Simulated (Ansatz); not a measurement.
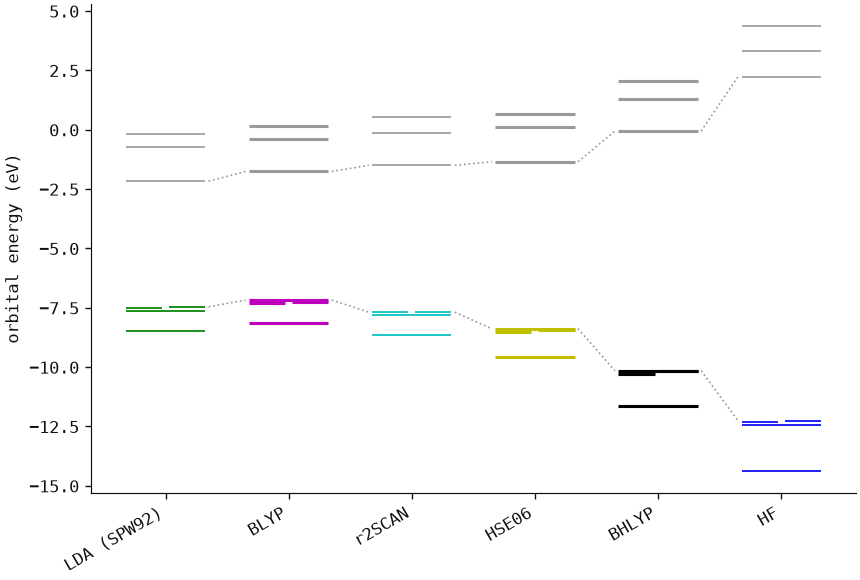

Frontier orbital energies of CH₃ClO₂Si, SMILES ClC1O[SiH2]O1 at one geometry, def2-TZVPP, the Ansatz code, at a PBE0-D4/def2-TZVP geometry (a minimum by its frequencies). Empty levels are grey, levels within 0.1 eV stand side by side; all columns show the same few orbitals around the gap. Dotted lines join the HOMOs and the LUMOs.

Q: Compare the HOMO-LUMO separations.

A: The separation grows from 5.29 eV (LDA (SPW92)) to 14.50 eV (HF).

| level | HOMO (eV) | LUMO (eV) | separation (eV) |
| --- | --- | --- | --- |
| LDA (SPW92) | −7.46 | −2.17 | 5.29 |
| BLYP | −7.18 | −1.76 | 5.42 |
| r2SCAN | −7.69 | −1.50 | 6.19 |
| HSE06 | −8.38 | −1.35 | 7.04 |
| BHLYP | −10.15 | −0.06 | 10.10 |
| HF | −12.26 | 2.24 | 14.50 |

Limits of at least one run: empty levels above zero depend strongly on the basis.
